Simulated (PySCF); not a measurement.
# SiH3O2 (SMILES [O][SiH2]O): UMP2/def2-TZVPP

Aim: the vertical ionisation energy of SiH3O2 at UMP2/def2-TZVPP, from 2 runs. 

The calculation is run with PySCF 2.14.0.

## 1. The structure to begin with

SiH3O2: 6 atoms, total charge 0, spin state doublet. SMILES: `[O][SiH2]O`. The shape is that of a PBE0-D4/def2-TZVP optimisation. This is one conformer, not always the lowest.

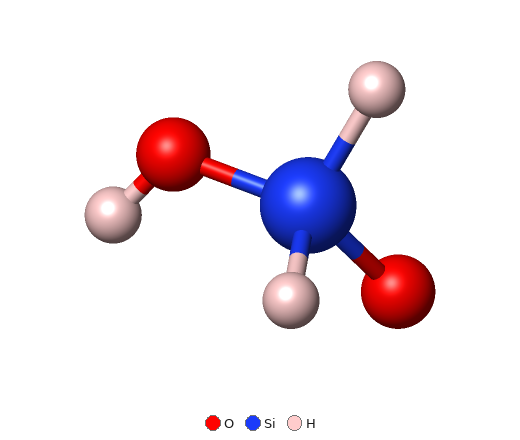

Viewed from a chosen angle; oxygen red, silicon blue, hydrogen pink.

## 2. The energy at UMP2/def2-TZVPP

The input, input.py:

```python
from pyscf import gto, mp

molecule = gto.Mole()
molecule.atom = '''
O     -1.671900    -0.490300     0.111200
Si    -0.205500     0.160400    -0.263400
O      0.949700     0.110200     0.888500
H      0.117000    -0.700300    -1.441700
H     -0.353500     1.594200    -0.594000
H      1.206400    -0.738300     1.253100
'''
molecule.charge = 0
molecule.spin = 1
molecule.basis = 'def2-tzvpp'
molecule.max_memory = 1860
molecule.verbose = 3
molecule.build()

mf = molecule.UHF()
mf.conv_tol = 1e-10
mf.kernel()
if not mf.converged:
    mf = mf.newton().run(mf.mo_coeff, mf.mo_occ)

pt = mp.MP2(mf, frozen=7).run()
e_tot = pt.e_tot
print('Final energy', e_tot)
```

Launch:

```
$ OMP_NUM_THREADS=1 python input.py
```

What it wrote:

```text
converged SCF energy = -440.527869235392  <S^2> = 0.75779503  2S+1 = 2.0077799
E(UMP2) = -441.076215589226  E_corr = -0.548346353833901
E(SCS-UMP2) = -441.074808526657  E_corr = -0.546939291264935
Final energy -441.0762155892262
```

Wall time 37 s (1 thread of Arm Neoverse V1, shared host); peak memory 0.97 GiB.

## 3. The singlet cation

The input, mol.xyz:

```xyz
6

O     -1.671900    -0.490300     0.111200
Si    -0.205500     0.160400    -0.263400
O      0.949700     0.110200     0.888500
H      0.117000    -0.700300    -1.441700
H     -0.353500     1.594200    -0.594000
H      1.206400    -0.738300     1.253100
```

The input, run.py:

```python
from pyscf import gto, mp

mol = gto.M(
    atom='mol.xyz',
    verbose=3,
    charge=1,
    max_memory=1860,
    basis='def2-tzvpp',
)

mf = mol.RHF()
mf.conv_tol = 1e-10
mf.kernel()
if not mf.converged:
    mf = mf.newton().run(mf.mo_coeff, mf.mo_occ)

pt = mp.MP2(mf, frozen=7).run()
etot = pt.e_tot
print('E = %.10f Eh' % etot)
```

Launch:

```
$ OMP_NUM_THREADS=1 python run.py
```

What it wrote:

```text
converged SCF energy = -440.02976902224
E(RMP2) = -440.584300952524  E_corr = -0.554531930283932
E(SCS-RMP2) = -440.586623019482  E_corr = -0.556853997241832
E = -440.5843009525 Eh
```

Wall time 11 s (1 thread of Arm Neoverse V1, shared host); peak memory 0.65 GiB.

## 4. Summary of results

Level: UMP2/def2-TZVPP, 7 core orbitals frozen.

| quantity | value |
| --- | --- |
| doublet SiH3O2: total energy | -441.07622 Eh |
| doublet SiH3O2: dipole moment (Hartree–Fock density) | 1.43 D |
| doublet SiH3O2: HOMO energy (Hartree–Fock orbitals) (highest over α and β) | -12.97 eV |
| doublet SiH3O2: LUMO energy (Hartree–Fock orbitals) (lowest over α and β) | 1.47 eV |
| doublet SiH3O2: correlation energy (7 core orbitals frozen) | -548.3 mEh |
| doublet SiH3O2: ⟨S²⟩ of the reference determinant | 0.758 |
| singlet cation: total energy | -440.58430 Eh |
| singlet cation: HOMO energy (Hartree–Fock orbitals) | -19.94 eV |
| singlet cation: LUMO energy (Hartree–Fock orbitals) | -10.77 eV |
| singlet cation: HOMO–LUMO gap (Hartree–Fock orbitals) | 9.17 eV |
| singlet cation: correlation energy (7 core orbitals frozen) | -554.5 mEh |
| vertical ionisation energy (to the singlet cation) | 13.386 eV |

The vertical ionisation energy comes to 13.39 eV (309 kcal/mol). Only the singlet of the ionised species was computed; a triplet could lie lower. Mulliken charges (doublet SiH3O2) of the mean-field density run from -0.51 on O3 to +0.86 on Si2.
